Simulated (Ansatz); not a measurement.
Consider H2O2SSi···H2.

Input file:

```
crystal:
  periodic: [false, false, false]
  atoms:
    - {symbol: Si, position_ang: [-0.732700, 0.090497, 0.350367]}
    - {symbol: H, position_ang: [1.600173, -1.081731, -1.088201]}
    - {symbol: S, position_ang: [-2.226644, -0.895493, -0.373814]}
    - {symbol: H, position_ang: [0.986935, -1.482603, -1.243557]}
    - {symbol: O, position_ang: [-0.079290, 1.466634, -0.216118]}
    - {symbol: O, position_ang: [0.115045, -0.257324, 1.678944]}
    - {symbol: H, position_ang: [-0.489321, 1.811585, -1.014193]}
    - {symbol: H, position_ang: [0.825803, 0.348535, 1.906671]}
basis:
  gaussian: {orbitals: def2-TZVPP}
hamiltonian: {xc: pbe0, dispersion: d4}
output: {orbitals: {seedname: orbitals}}
```

Command:

```sh
ansatz run in.yaml --threads 4 --pin off --events-out ev --progress --plain --max-ram 9574MiB
```

The product side of a reaction path; geometry: PBE0-D4/def2-TZVP.

The calculation used RKS PBE0-D4/def2-TZVPP (Ansatz 0.2.0).

What can the converged electron density and electron localisation function tell about the bonding?

Answer. Si–O (1.61 Å): the density is about 1.3 e/Å³ at the midpoint; the ELF peaks at about 0.85 between the atoms (a short, strongly polar bond).
Si–S (1.93 Å): the density is about 1.1 e/Å³ at the midpoint; the ELF peaks at about 0.80 between the atoms, as expected for localised, covalent bonding.
O–H (0.96 Å): the density is about 3.8 e/Å³ at the midpoint; the ELF climbs to about 1 towards the hydrogen, as it does in any bond to H (an ordinary covalent bond to hydrogen).

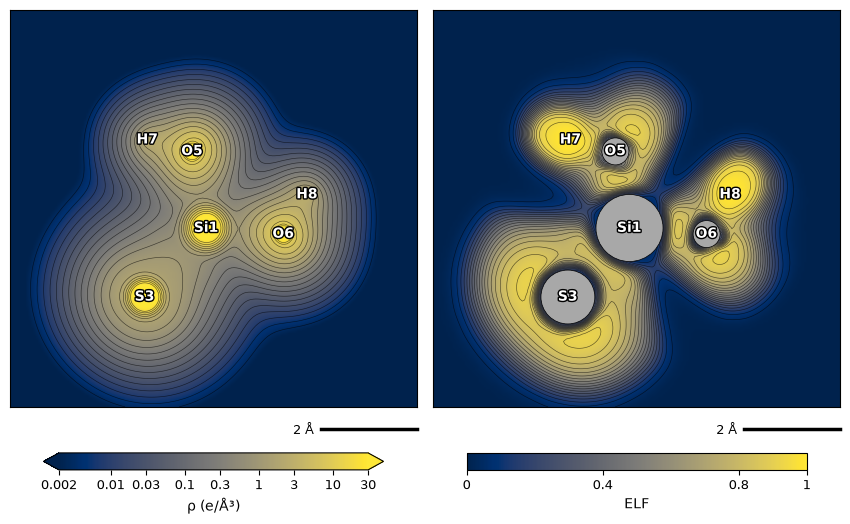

Computed electron density and electron localisation function on the plane of atoms S3, Si1 and O6, in this order. Grey discs cover the atomic cores in the ELF map. 
